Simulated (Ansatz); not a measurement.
A series of calculations on SiHCl₂F

### Relaxation

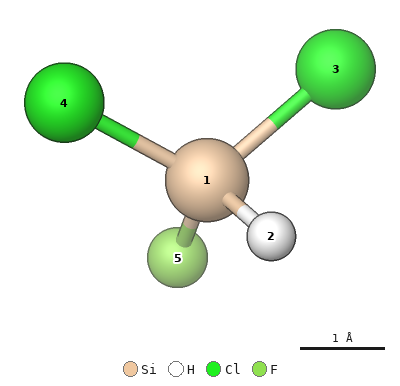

Starting structure of SiHCl$_{2}$F. A ball-and-stick model, seen at a tilt.

The run prepares an end point of a later path (reaction) calculation, from a guessed geometry.

Theory: RKS PBE0-D4/cc-pVDZ (Ansatz 0.2.0).

Input file:
```yaml
crystal:
  periodic: [false, false, false]
  atoms:
    - { symbol: Si, position_ang: [0.113448, 0.03503, 0.21699] }
    - { symbol: H, position_ang: [0.13909, -0.006966, 1.670687] }
    - { symbol: Cl, position_ang: [2.195983, 0.034476, 0.067006] }
    - { symbol: Cl, position_ang: [-0.750265, 1.669207, -0.645419] }
    - { symbol: F, position_ang: [-0.523256, -1.291047, -0.477664] }
basis:
  gaussian: { orbitals: cc-pVDZ }
hamiltonian:
  xc: pbe0
  dispersion: d4
relax:
  f_tol: 0.03
  max_steps: 50
```

Run as
```bash
ansatz run input.yaml --threads 1 --pin off --max-ram 2048MiB --backend cpu --events-out ev --progress --plain --runs-dir out
```

Predict the outcome.

After 4 geometry steps the energy has fallen by 4.85 kcal/mol. The largest force component goes from 1.3 to 0.028 eV/Å. H2 moves most after the best rigid fit: 0.22 Å. By element the largest moves are H 0.22 Å, Cl 0.17 Å, F 0.09 Å, Si 0.09 Å. Near-neighbour distances that change, for instance: Si1–Cl3 2.088 → 2.050 Å, Si1–H2 1.455 → 1.479 Å, Si1–Cl4 2.040 → 2.049 Å, Si1–F5 1.627 → 1.631 Å. Bond angles that change, for instance: H2–Si1–Cl3 93.1° → 110.8°, H2–Si1–Cl4 116.9° → 110.8°, H2–Si1–F5 114.2° → 109.3°.

History of the run:

```csv
step,"E − E(0), kcal/mol","largest force component, eV/Å"
0,0.00,1.2562
1,-4.37,0.5014
2,-4.81,0.1580
3,-4.85,0.0341
4,-4.85,0.0279
```

Final geometry:

```xyz
5

Si    0.1872    0.0326    0.2611
H    -0.0807   -0.0016    1.7151
Cl    2.2034    0.0375   -0.1077
Cl   -0.6881    1.6722   -0.6025
F    -0.4468   -1.3000   -0.4343
```

The end point in the same view:

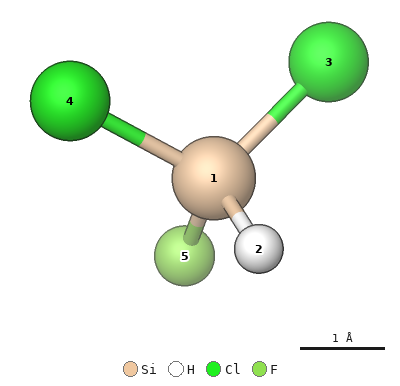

### Relaxation

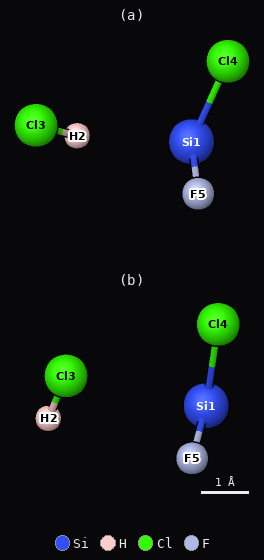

The structure of SiHCl2F before (top) and after (bottom) a relaxation, at one scale.

The picture is a ball-and-stick view, seen at a tilt.

The run prepares an end point of a later path (reaction) calculation, from a guessed geometry.

Computed with RKS PBE0-D4/cc-pVDZ in Ansatz 0.2.0.

Input
```yaml
crystal:
  periodic: [false, false, false]
  atoms:
    - { symbol: Si, position_ang: [-0.771184, 0.013157, 0.186159] }
    - { symbol: H, position_ang: [1.412026, -0.01834, 1.711662] }
    - { symbol: Cl, position_ang: [2.478331, -0.021096, 0.908823] }
    - { symbol: Cl, position_ang: [-1.109574, 1.676655, -1.052345] }
    - { symbol: F, position_ang: [-0.834599, -1.209676, -0.922699] }
basis:
  gaussian: { orbitals: cc-pVDZ }
hamiltonian:
  xc: pbe0
  dispersion: d4
relax:
  f_tol: 0.03
  max_steps: 50
```

Launched with:
```bash
ansatz run input.yaml --threads 1 --pin off --max-ram 2048MiB --backend cpu --events-out ev --progress --plain --runs-dir out
```

**What changed between the two?**

H2 moves most after the best rigid fit: 0.72 Å. Largest moves by element: H 0.72 Å, Cl 0.71 Å, Si 0.32 Å, F 0.17 Å. Some distances before and after: Si1–Cl3 3.329 → 3.050 Å, H2–Cl3 1.335 → 1.295 Å, Si1–Cl4 2.101 → 2.120 Å. Over 19 accepted moves (26 points after the start) the energy falls by 0.118 eV. Largest force component: 0.91 eV/Å at the start, 0.029 eV/Å at the end. The line search rejected the trial steps at points 2, 9, 14, 15, 19, 21, 25 of the run. The forces were under the threshold at step 12, but the run went on from there.

Limits of the set-up: the start holds two separate molecules, 2.7 Å apart at their closest, whose relative position is a soft coordinate.

### Path

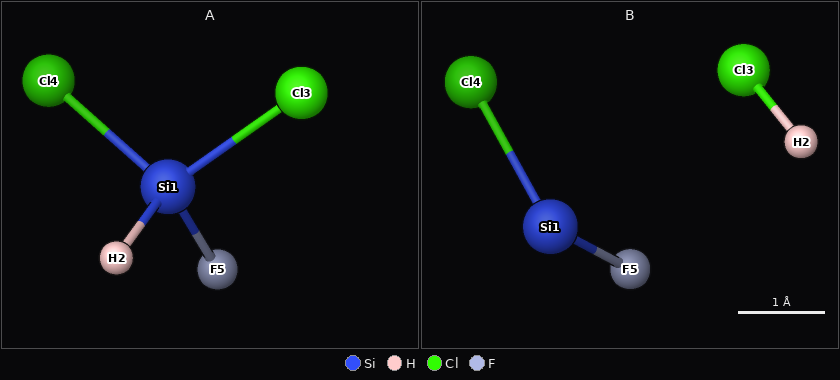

The two relaxed end points of a path for SiHCl$_{2}$F. A ball-and-stick model, seen at a tilt.

Theory: RKS PBE0-D4/cc-pVDZ (Ansatz).

Settings: 7 movable images; climbing image; force threshold 0.05 eV/Å; iteration limit 60.

Start:
```xyz
5

Si    0.1872    0.0326    0.2610
H    -0.0810   -0.0016    1.7151
Cl    2.2034    0.0370   -0.1074
Cl   -0.6876    1.6725   -0.6026
F    -0.4470   -1.2998   -0.4345
```

End:
```xyz
5

Si   -1.0743    0.2053    0.0729
H     1.7675   -0.4923    1.9946
Cl    1.8477    0.2609    0.9446
Cl   -0.5916    1.6493   -1.4020
F    -0.7743   -1.1824   -0.7785
```

### Predict the minimum-energy path and its barrier.

The highest point, image 3, lies 2.86 eV above the start and 0.68 eV above the end; the end is at +2.18 eV relative to the start. Breaking: Si1–Cl3 (2.05 → 2.49 at the top → 3.05 Å), Si1–H2 (1.48 → 1.63 at the top → 3.50 Å). Forming: H2–Cl3 (2.92 → 1.61 at the top → 1.29 Å). The band converged in 11 iterations, with a climbing image at the top. At the top, the vibrational analysis gives one imaginary mode (955i cm⁻¹), as a transition state must have.

Energies of the converged images:

```
image  path (Å)  E (eV)
    0      0.00   0.000
    1      0.45   0.383
    2      0.91   1.800
    3      1.36   2.859
    4      1.77   2.475
    5      2.17   2.297
    6      2.57   2.214
    7      2.97   2.184
    8      3.38   2.179
```

The geometry at the top of the path:

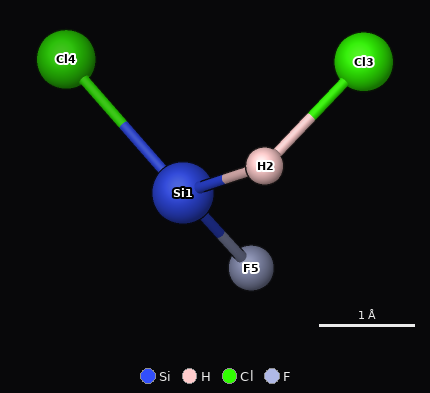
